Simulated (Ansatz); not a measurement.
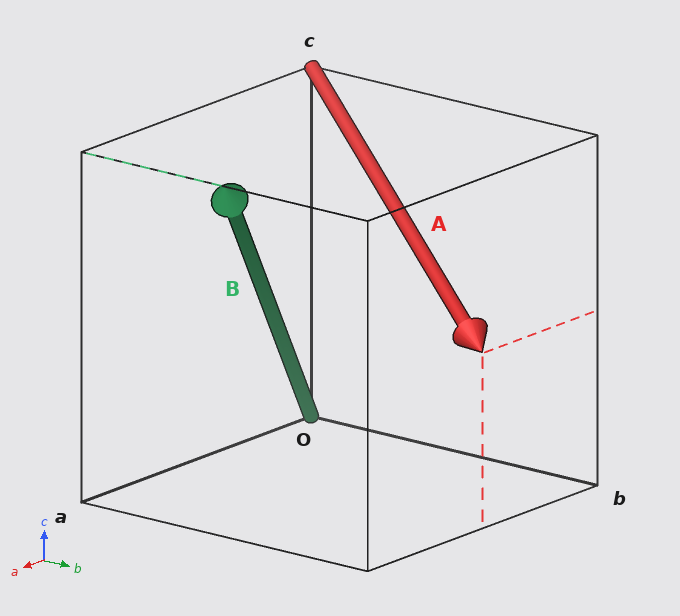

Each arrow starts at a corner of the unit cell and ends on its surface; where a tip isn't a corner, dashed lines run from it parallel to the axes. Crystal: AlN, coordinates from a relaxation with DFT, PBE, plane waves, PAW in Ansatz 0.2.0; the starting structure was generated, so it need not be a known form of this composition. All values are computed from the atomic coordinates in the standard setting (tolerance 0.002 Å).

a = 4.403 Å, b = 4.403 Å, c = 4.403 Å, α = 90.00°, β = 90.00°, γ = 90.00°.

Q: Index the directions.

A: Arrow A runs from (0, 0, 1) to (1/2, 1, 1/2), so [1 2 −1]; Arrow B runs from (0, 0, 0) to (1, 1/2, 1), so [2 1 2].

Q: How long is the vector ua + vb + wc in each case, and what angles do the directions make?

A: A 10.785 Å; B 13.209 Å. A–B: 74.2°.
